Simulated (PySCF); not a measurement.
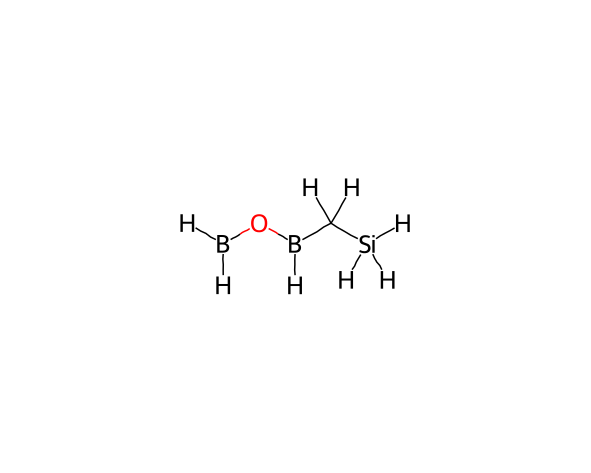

Skeletal drawing of a molecule.

Transcribe the drawing into SMILES.

Answer. BOBC[SiH3]

What is the molecular formula?

Answer. CH8B2OSi.

An optimisation with PBE0-D3(BJ)/def2-SVP gave a structure of which point group?

Answer. C1. Other conformers may differ.

The parts below concern this one geometry. Atoms keep their numbers from picture to picture. Computed geometry: PBE0-D3(BJ)/def2-SVP optimisation. No frequency run is at hand to confirm it as a minimum.

## Shape

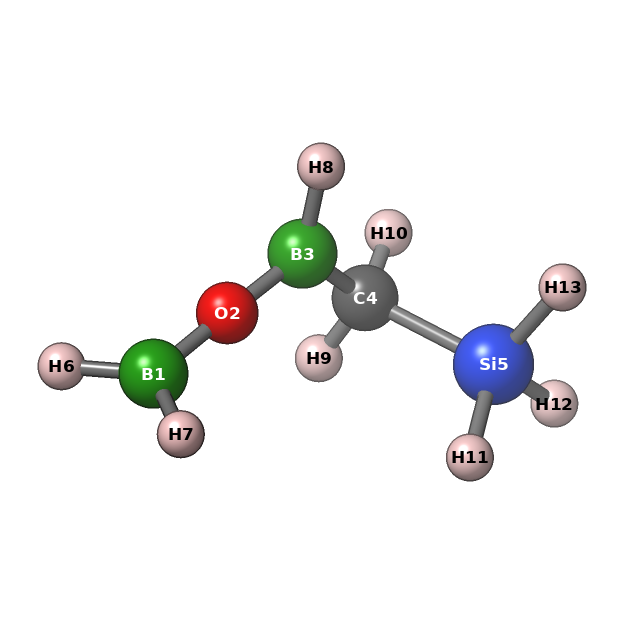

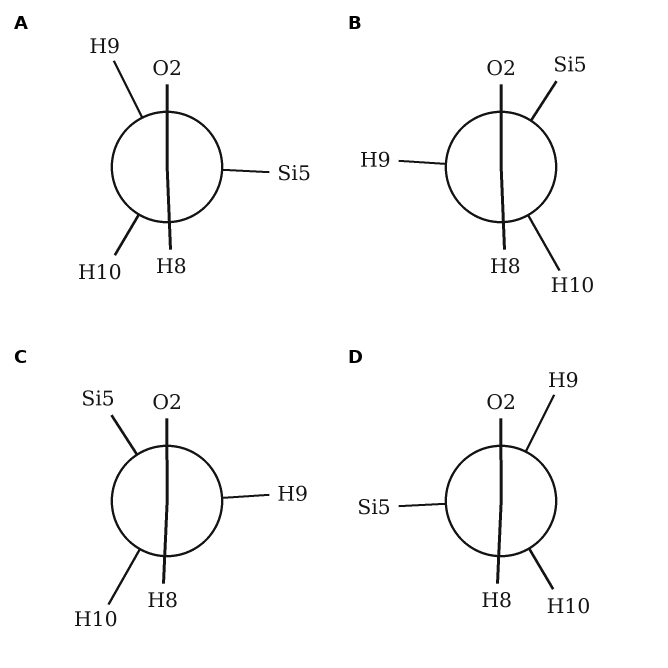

Distant atoms are faded towards the background colour. Bonds that would overlap in a projection are set slightly apart. No frequency run is at hand to confirm it as a minimum.

Which Newman projection shows the view along B3–C4, with B3 in front?

Answer. D. The torsion angle O2–B3–C4–Si5 is −93°, about perpendicular.

## Levels of theory compared

No frequency run is at hand to confirm it as a minimum. Program: PySCF 2.14.0.

At this fixed geometry, give HOMO energy (eV), dipole (D) at these levels: B97-2/pcSseg-2; BHandHLYP/pcSseg-2; CAM-B3LYP/pcSseg-2; LC-wPBE/pcSseg-2; PBE0/6-31G; PBE0/STO-3G; PBE0/pcSseg-2; WP04/pcSseg-2; mPW1PW91/pcSseg-2; ωB97X-D/pcSseg-2.

| level | HOMO energy (eV) | dipole (D) |
| --- | --- | --- |
| B97-2/pcSseg-2 | −8.21 | 0.87 |
| BHandHLYP/pcSseg-2 | −9.72 | 0.82 |
| CAM-B3LYP/pcSseg-2 | −9.86 | 0.84 |
| LC-wPBE/pcSseg-2 | −11.20 | 0.84 |
| PBE0/6-31G | −8.34 | 0.87 |
| PBE0/STO-3G | −6.38 | 0.94 |
| PBE0/pcSseg-2 | −8.46 | 0.87 |
| WP04/pcSseg-2 | −9.61 | 0.81 |
| mPW1PW91/pcSseg-2 | −8.49 | 0.87 |
| ωB97X-D/pcSseg-2 | −10.34 | 0.85 |

## NMR shielding

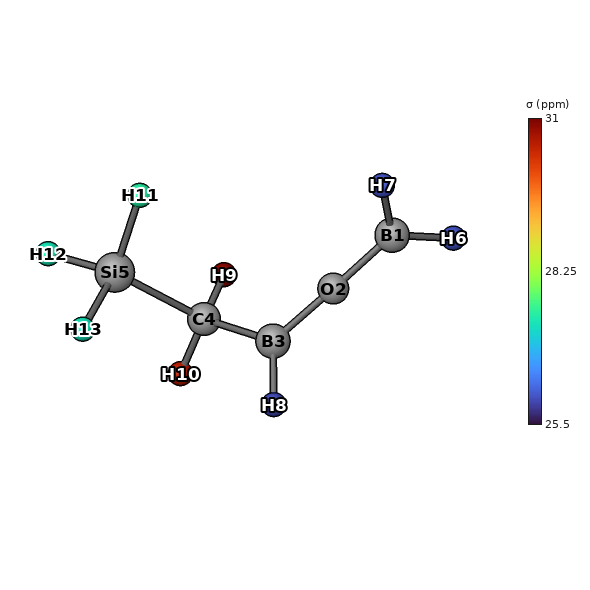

Atoms are coloured by their isotropic NMR shieldings (H only, the others grey). No frequency run is at hand to confirm it as a minimum. Level of theory: GIAO ωB97X-D/pcSseg-2 NMR shielding, non-relativistic, gas phase (PySCF 2.14.0).

Give the isotropic NMR shieldings of the H atoms atom by atom.

```tsv
atom	σ (ppm)
H6	26.01
H7	26.02
H8	25.93
H9	30.88
H10	30.54
H11	27.49
H12	27.34
H13	27.31
```

## Quadrupole coupling

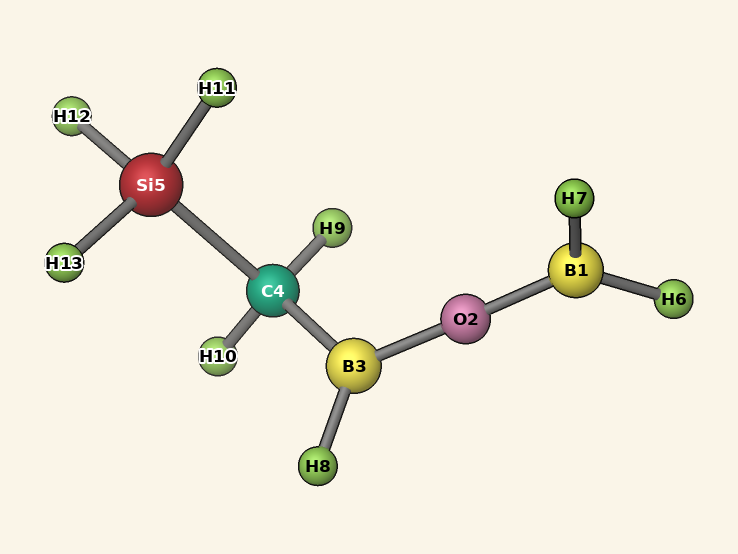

No frequency run is at hand to confirm it as a minimum. Electric field gradients from the ground-state density, PBE0/6-31G (PySCF 2.14.0), non-relativistic apart from any core potentials.

Give the largest field-gradient component, the quadrupole coupling constant and the asymmetry for 11B at B1 (Q = 40.59 mb), 17O at O2 (Q = −25.6 mb), 11B at B3 (Q = 40.59 mb), 2H at H6 (Q = 2.86 mb), 2H at H7 (Q = 2.86 mb), 2H at H8 (Q = 2.86 mb), 2H at H9 (Q = 2.86 mb).

```json
{"atom": "B1", "V_zz (a.u.)": "0.370", "e²qQ/h (MHz)": "3.52", "η": "0.71"}
{"atom": "O2", "V_zz (a.u.)": "0.852", "e²qQ/h (MHz)": "−5.13", "η": "0.24"}
{"atom": "B3", "V_zz (a.u.)": "0.343", "e²qQ/h (MHz)": "3.27", "η": "0.77"}
{"atom": "H6", "V_zz (a.u.)": "0.207", "e²qQ/h (MHz)": "0.139", "η": "0.06"}
{"atom": "H7", "V_zz (a.u.)": "0.207", "e²qQ/h (MHz)": "0.139", "η": "0.06"}
{"atom": "H8", "V_zz (a.u.)": "0.206", "e²qQ/h (MHz)": "0.138", "η": "0.04"}
{"atom": "H9", "V_zz (a.u.)": "0.306", "e²qQ/h (MHz)": "0.206", "η": "0.01"}
```
